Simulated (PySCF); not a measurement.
# C5H13BSi (SMILES [SiH3]CB1CCCC1): what the fields show

```
atom    x (Å)    y (Å)    z (Å)
  Si   2.6260   0.3442  -0.3862
   C   1.1963  -0.3114  -1.4323
   B  -0.1438   0.0297  -0.7174
   C  -0.8737  -0.8285   0.3900
   C  -2.2240  -0.1270   0.5915
   C  -1.9545   1.3525   0.2962
   C  -0.9895   1.3503  -0.8969
   H   2.6247  -0.2880   0.9697
   H   2.5133   1.8249  -0.2073
   H   3.9371   0.0465  -1.0416
   H   1.2967   0.1844  -2.4126
   H   1.3699  -1.3943  -1.5486
   H  -0.9291  -1.9156   0.2220
   H  -0.2442  -0.7016   1.2971
   H  -2.6673  -0.2876   1.5873
   H  -2.9515  -0.5174  -0.1427
   H  -2.8789   1.9269   0.1239
   H  -1.4566   1.8140   1.1677
   H  -0.4347   2.2876  -1.0595
   H  -1.5577   1.1729  -1.8360
```

Geometry: PBE0-D3(BJ)/def2-SVP.

Computed with PBE0/def2-SVPD, SCF density, gas phase in PySCF.

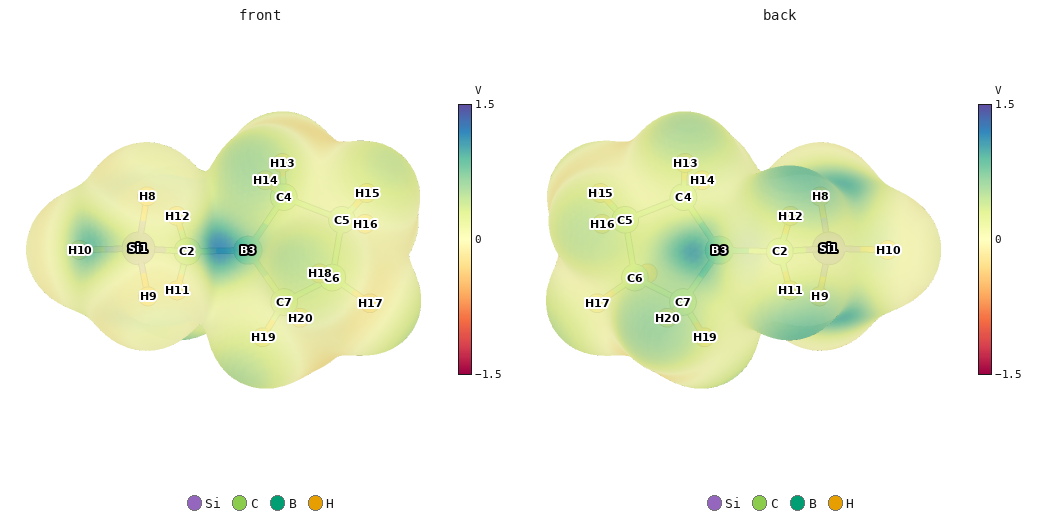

Figure 1. The electrostatic potential painted on the density surface at 0.002 e/bohr³, seen from the front and from behind; the colour scale runs from red (negative) to blue (positive).

Question: Where is the surface potential most negative and most positive?

Answer: The most negative region (about −0.2 V) lies over C4, C5, C6 and C7, the most positive (about +1.0 V) over Si1 and B3.

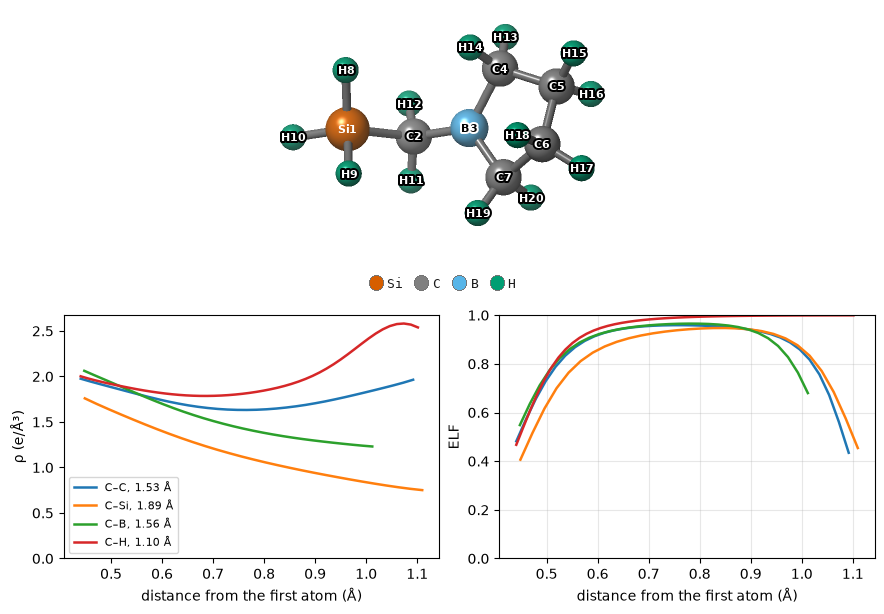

Figure 2. Total electron density and ELF along straight lines between neighbouring atoms. The curves leave out the atomic cores. The structure is drawn too.

Question: Compare the contacts.

Answer: C–C (1.53 Å): the density is about 1.6 e/Å³ at the midpoint; the ELF peaks at about 0.95 between the atoms, as expected for a shared electron pair.
C–Si (1.89 Å): the density is about 0.89 e/Å³ at the midpoint; the ELF peaks at about 0.95 between the atoms: localised, covalent bonding.
C–B (1.56 Å): ρ is about 1.4 e/Å³ halfway; the ELF peaks at about 0.95 between the atoms; a shared electron pair.
C–H (1.10 Å): ρ at the midpoint is about 1.9 e/Å³; the ELF climbs to about 1 towards the hydrogen, as it does in any bond to H: an ordinary covalent bond to hydrogen.
